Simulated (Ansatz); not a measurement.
# AlO (oxoaluminum): UB2PLYP/6-31G

What is the vertical ionisation energy of AlO (oxoaluminum) at UB2PLYP/6-31G? 

The results are computed with Ansatz 0.2.0.

48 further runs of the same task are left out: 2 that didn't finish, 46 set aside as unsound or not needed.

## (1) The molecule

AlO has 2 atoms, charge 0, and is taken as a doublet. As SMILES, `[O]=[Al]`. The shape is that of a PBE0-D4/def2-TZVP optimisation.

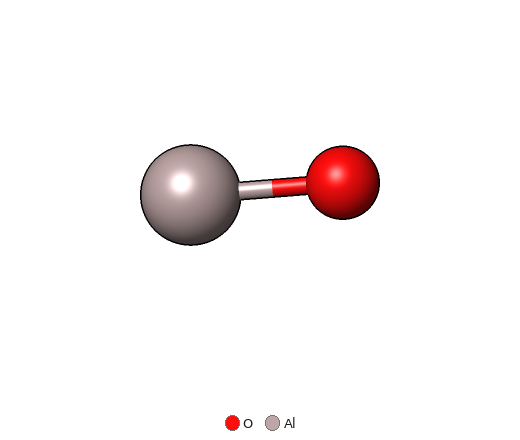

Viewed from a chosen angle; oxygen red, aluminium light grey.

## (2) The energy at UB2PLYP/6-31G

File run.yaml:

```yaml
crystal:
  periodic: [false, false, false]
  atoms:
    - {symbol: O, position_ang: [0.000000, -0.000000, -0.024920]}
    - {symbol: Al, position_ang: [-0.000000, 0.000000, 1.594970]}
basis:
  gaussian: {orbitals: 6-31G}
magnetization: {spin_polarized: true, initial_magnetization: 1}
hamiltonian: {xc: {name: B2PLYP}}
correlation: {frozen_orbitals: {Al: 5, O: 1}}
accuracy: high
```

On the command line:

```sh
ansatz run run.yaml --threads 1 --pin off --max-ram 3480MiB --events-out events.jsonl --progress --plain --runs-dir runs
```

The log of the run:

```text
Warning: RAYON_NUM_THREADS=1 ignored (pool sized by the plan → 1); use --threads N
Functional definition: B2PLYP
  name "B2PLYP"
  parameter a = 0.53
  parameter c = 0.27
  exchange = (1 - a)*b88_x + a*exact_x
  correlation = (1 - c)*lyp_c + c*(mp2_os + mp2_ss)
414 factors; integrals over basis functions are off by at most 2.8e-9 eV
mean field evaluation 1: about -8624.3629 eV, gradient 4.4e1 eV
mean field evaluation 2: about -8624.3874 eV, gradient 4.4e1 eV
mean field evaluation 4: about -8633.2550 eV, gradient 8.5e0 eV
mean field evaluation 8: about -8634.0012 eV, gradient 7.2e-1 eV
mean field evaluation 16: about -8634.0242 eV, gradient 3.0e-3 eV
mean field evaluation 32: about -8633.9241 eV, gradient 6.0e-1 eV
mean field evaluation 64: about -8572.9772 eV, gradient 4.8e1 eV
mean field -8634.02421445 eV, -317.2945375292 hartree, gradient 3.6e-8 eV, S^2 0.772799; 6 other end points of the search recorded, 0 dependent functions left out
6 core orbitals not correlated: weight in the atoms' cores, before any rotation towards them, 1.000 or more for the frozen orbitals, at most 0.000 for the correlated occupied ones
reference -8634.02423123 eV, -317.2945381459 hartree; 5, 4 occupied and 11, 12 virtual orbitals, 414 factors
second order -6.12225557 eV of doubles, -0.00000000 eV of singles
Total energy: -8635.67724023 eV, -317.3552851063 hartree
```

Run time: 2.7 s. Hardware: 1 thread of Intel Xeon Platinum 8488C (Sapphire Rapids), shared host; peak memory 0.13 GiB.

## (3) The singlet cation, same level

File molecule.yaml:

```yaml
crystal:
  periodic: [false, false, false]
  atoms:
    - {symbol: O, position_ang: [0.000000, -0.000000, -0.024920]}
    - {symbol: Al, position_ang: [-0.000000, 0.000000, 1.594970]}
basis:
  gaussian:
    orbitals: 6-31G
total_charge: 1
magnetization:
  spin_polarized: false
hamiltonian:
  xc: {name: B2PLYP}
correlation:
  frozen_orbitals: {Al: 5, O: 1}
accuracy: high
```

On the command line:

```sh
ansatz run molecule.yaml --threads 1 --pin off --max-ram 3480MiB --events-out events.jsonl --progress --plain --runs-dir runs
```

The log of the run (excerpt; [...] marks lines left out):

```text
Warning: RAYON_NUM_THREADS=1 ignored (pool sized by the plan → 1); use --threads N
[... 2 set-up lines as earlier in the session ...]
[...]
414 factors; integrals over basis functions are off by at most 2.8e-9 eV
[...]
mean field -8623.62855494 eV, -316.9125040887 hartree, gradient 4.2e-9 eV, S^2 0.000000; 0 other end points of the search recorded, 0 dependent functions left out; unrestricted orbitals would lower it
6 core orbitals not correlated: weight in the atoms' cores, before any rotation towards them, 1.000 or more for the frozen orbitals, at most 0.000 for the correlated occupied ones
reference -8623.62857302 eV, -316.9125047530 hartree; 4, 4 occupied and 12, 12 virtual orbitals, 414 factors
second order -8.25382564 eV of doubles, -0.00000000 eV of singles
Total energy: -8625.85710594 eV, -316.9944018273 hartree
```

It took 0.82 s on 1 thread of Intel Xeon Platinum 8488C (Sapphire Rapids), shared host; peak memory 0.11 GiB.

## (4) Outcome

At UB2PLYP/6-31G, 6 core orbitals frozen:

| quantity | value |
| --- | --- |
| doublet AlO: total energy | -317.35529 Eh |
| doublet AlO: ⟨S²⟩ | 0.773 |
| singlet cation: total energy | -316.99440 Eh |
| vertical ionisation energy (to the singlet cation) | 9.820 eV |

What this shows: Removing an electron at fixed nuclei costs 9.82 eV (226 kcal/mol). Only the singlet of the ionised species was computed; a triplet could lie lower. The restricted solution (singlet cation) is unstable to spin breaking: an unrestricted one lies lower.
